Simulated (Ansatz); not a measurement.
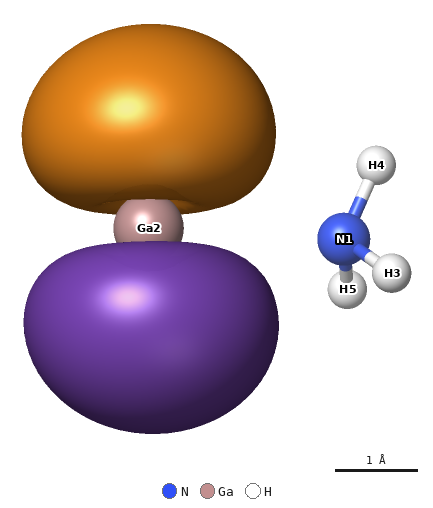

GaH3N (doublet). The HOMO (α) at ±0.1 Å⁻³ᐟ² (orange and purple are the two phases), seen at an oblique angle.

At this geometry the atoms fall into two loosely joined parts.

The calculation used UKS B3LYP/def2-SVPD (Ansatz).

```yaml
atoms:
  - { symbol: N, position_ang: [-0.0654, -0.6955, -0.2396] }
  - { symbol: Ga, position_ang: [0.7090, 1.6354, 0.3439] }
  - { symbol: H, position_ang: [-1.0320, -0.6623, -0.5592] }
  - { symbol: H, position_ang: [-0.0058, -1.3532, 0.5351] }
  - { symbol: H, position_ang: [0.4964, -1.0552, -1.0095] }
```

### What is the character of this orbital?

It lies mainly on Ga2 (about 95 %). Its energy is −2.69 eV.
